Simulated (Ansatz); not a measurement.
# Calculations on BSiH$_{6}$O$_{2}$Br

Part 1: Relaxation

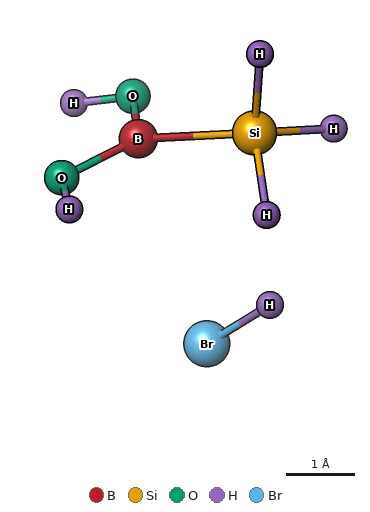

Starting structure of BSiH6O2Br. Style: ball-and-stick. Shown at a tilt.

The run prepares an end point of a later path (reaction) calculation, from a guessed geometry.

Theory: RKS B3LYP-D4/def2-SVP (Ansatz).

The input:
```yaml
crystal:
  periodic: [false, false, false]
  atoms:
    - { symbol: B, position_ang: [-0.515459, 0.495619, -0.600598] }
    - { symbol: Si, position_ang: [1.333097, -0.099414, -0.216378] }
    - { symbol: O, position_ang: [-1.145528, -0.058169, -1.670834] }
    - { symbol: O, position_ang: [-1.171475, 1.481629, 0.084591] }
    - { symbol: H, position_ang: [0.077361, -1.523772, 1.741628] }
    - { symbol: Br, position_ang: [-1.394462, -1.635371, 1.825782] }
    - { symbol: H, position_ang: [2.364802, 0.745772, -0.897916] }
    - { symbol: H, position_ang: [1.626169, 0.011503, 1.255053] }
    - { symbol: H, position_ang: [1.576678, -1.519464, -0.605015] }
    - { symbol: H, position_ang: [-2.045136, 0.287323, -1.776725] }
    - { symbol: H, position_ang: [-0.706145, 1.814343, 0.860312] }
basis:
  gaussian: { orbitals: def2-SVP }
hamiltonian:
  xc: b3lyp
  dispersion: d4
relax:
  f_tol: 0.03
  max_steps: 50
output:
  orbitals: {}
```

Launched with:
```bash
ansatz run input.yaml --threads 4 --pin off --max-ram 5120MiB --backend cpu --events-out ev --progress --plain --runs-dir out
```

> Predict the outcome.

The largest move after the best rigid fit is that of H11, 2.04 Å. By element the largest moves are H 2.04 Å, O 1.39 Å, Br 1.21 Å, B 0.24 Å, Si 0.20 Å. Near-neighbour distances that change, for instance: B1–Si2 1.980 → 2.046 Å, H5–Br6 1.478 → 1.436 Å, B1–O4 1.368 → 1.360 Å, Si2–H7 1.498 → 1.491 Å. Groups turn about B1–Si2 by about 75°. After 24 accepted moves (25 points after the start) the energy has fallen by 20.3 kJ/mol. The largest force component goes from 1.1 to 0.0079 eV/Å. The line search rejected the trial step at point 8 of the run. The run took 97 s on 4 threads of Arm Neoverse N1 (shared host), peak memory 0.33 GiB.

Final geometry:

```xyz
11

B    -0.5738    0.5546   -0.8288
Si    1.2578   -0.2213   -0.3495
O    -0.6587    1.1946   -2.0249
O    -1.6937    0.4577   -0.0639
H     0.4444   -0.8736    2.4182
Br   -0.8632   -1.2769    2.8539
H     2.3644    0.3519   -1.1682
H     1.5972    0.0377    1.0949
H     1.2780   -1.7097   -0.5042
H    -1.5600    1.5088   -2.1983
H    -1.5924   -0.0238    0.7707
```

The end point in the same view:

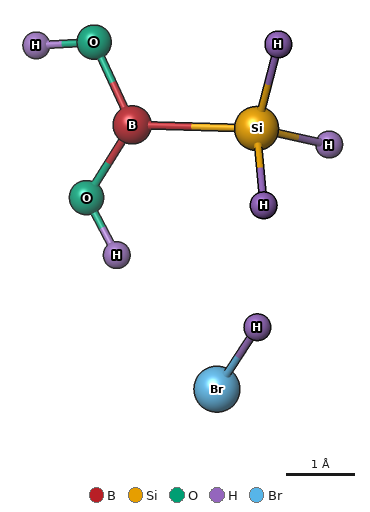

Limits of the set-up: the start holds two separate molecules, 2.2 Å apart at their closest, whose relative position is a soft coordinate.

Part 2: Relaxation

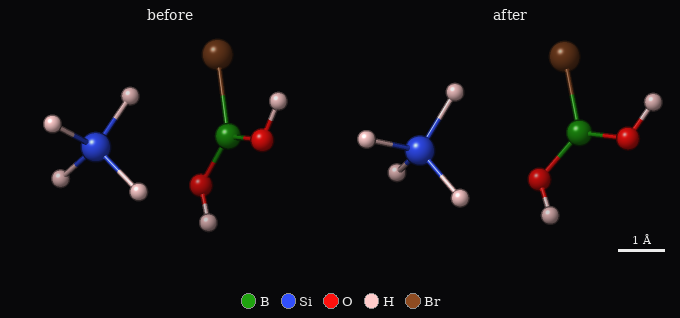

The structure of BSiH₆O₂Br before (left) and after (right) a relaxation, at one scale.

The picture is a ball-and-stick view, seen at a tilt.

The run prepares an end point of a later path (reaction) calculation, from a guessed geometry.

Method: RKS B3LYP-D4/def2-SVP (Ansatz).

Input file:
```yaml
crystal:
  periodic: [false, false, false]
  atoms:
    - { symbol: B, position_ang: [-1.481149, 0.148281, 0.046397] }
    - { symbol: Si, position_ang: [1.723476, -0.427855, 0.002351] }
    - { symbol: O, position_ang: [-1.262023, -0.441218, -1.143575] }
    - { symbol: O, position_ang: [-1.368528, 1.481073, 0.232699] }
    - { symbol: H, position_ang: [0.692606, -0.603483, 1.00181] }
    - { symbol: Br, position_ang: [-2.03061, -1.038104, 1.574143] }
    - { symbol: H, position_ang: [1.477731, 0.8229, -0.770873] }
    - { symbol: H, position_ang: [3.053929, -0.314107, 0.669302] }
    - { symbol: H, position_ang: [1.736436, -1.588774, -0.92911] }
    - { symbol: H, position_ang: [-1.002128, 0.198595, -1.822785] }
    - { symbol: H, position_ang: [-1.539841, 1.762692, 1.13954] }
basis:
  gaussian: { orbitals: def2-SVP }
hamiltonian:
  xc: b3lyp
  dispersion: d4
relax:
  f_tol: 0.03
  max_steps: 50
```

Command:
```bash
ansatz run input.yaml --threads 4 --pin off --max-ram 5120MiB --backend cpu --events-out ev --progress --plain --runs-dir out
```

Describe what moved and what it gained.

H11 moves most after the best rigid fit: 0.95 Å. Largest moves by element: H 0.95 Å, O 0.65 Å, Si 0.36 Å, B 0.26 Å, Br 0.19 Å. Some distances before and after: B1–Br6 2.011 → 1.948 Å, Si2–H5 1.447 → 1.489 Å. After 17 accepted moves (18 points after the start) the energy has fallen by 0.145 eV. The largest force component goes from 0.79 to 0.025 eV/Å. The line search rejected the trial step at point 16 of the run. Cost: 72 s on 4 threads of Arm Neoverse N1, with other jobs on the host, peak memory 0.33 GiB.

Limits of the set-up: the start holds two separate molecules, 2.5 Å apart at their closest, whose relative position is a soft coordinate.

Part 3: Path

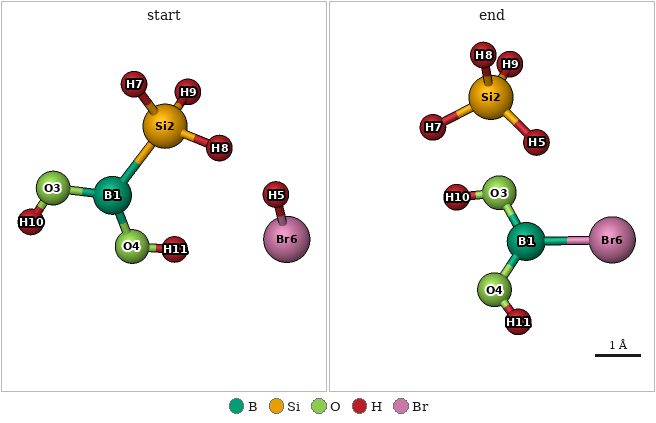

The two relaxed end points of a path for BSiH6O2Br. The picture is a ball-and-stick view, seen at a tilt.

These are results of RKS B3LYP-D4/def2-SVP (Ansatz 0.2.0), not measurements.

Run with 5 movable images; climbing image; force threshold 0.05 eV/Å; iteration limit 60.

Start:
```xyz
11

B    -0.5695    0.5596   -0.8284
Si    1.2470   -0.2589   -0.3624
O    -0.6527    1.1870   -2.0313
O    -1.6817    0.5018   -0.0485
H     0.4520   -0.8557    2.4232
Br   -0.8601   -1.2187    2.8801
H     2.3577    0.2748   -1.2019
H     1.6116    0.0085    1.0744
H     1.2258   -1.7491   -0.4987
H    -1.5476    1.5229   -2.1973
H    -1.5825    0.0279    0.7907
```

End:
```xyz
11

B    -1.7234    0.1260   -0.0027
Si    2.0825   -0.4270    0.0584
O    -0.9451   -0.2285   -1.0469
O    -2.1341    1.4053    0.1653
H     1.1625   -0.4761    1.2279
Br   -2.2378   -1.2695    1.2547
H     1.8513    0.8324   -0.7095
H     3.4930   -0.4243    0.5473
H     1.8686   -1.6078   -0.8229
H    -0.7366    0.5239   -1.6195
H    -2.6811    1.5456    0.9478
```

Predict the minimum-energy path and its barrier.

Answer. The energy climbs by 25.4 kcal/mol to image 3 and then falls by 47.1 kcal/mol, so the end point sits at −21.8 kcal/mol. Breaking: B1–Si2 (2.05 → 2.25 at the top → 3.85 Å), H5–Br6 (1.44 → 1.86 at the top → 3.49 Å). Forming: B1–Br6 (4.12 → 2.64 at the top → 1.95 Å), Si2–H5 (2.96 → 1.79 at the top → 1.49 Å). The band is converged. At the top, the vibrational analysis gives one imaginary mode (652i cm⁻¹), as a transition state must have.

Energies of the converged images:

| image | path (Å) | E (kcal/mol) |
| --- | --- | --- |
| 0 | 0.00 | 0.0 |
| 1 | 1.71 | 1.2 |
| 2 | 3.41 | 3.5 |
| 3 | 5.12 | 25.4 |
| 4 | 6.69 | -15.9 |
| 5 | 8.25 | -21.2 |
| 6 | 9.82 | -21.8 |

The geometry at the top of the path:

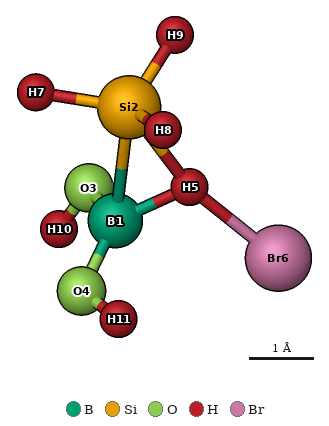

The run took 5.1 min on 4 threads of Arm Neoverse N1, with other jobs on the host, peak memory 0.36 GiB.
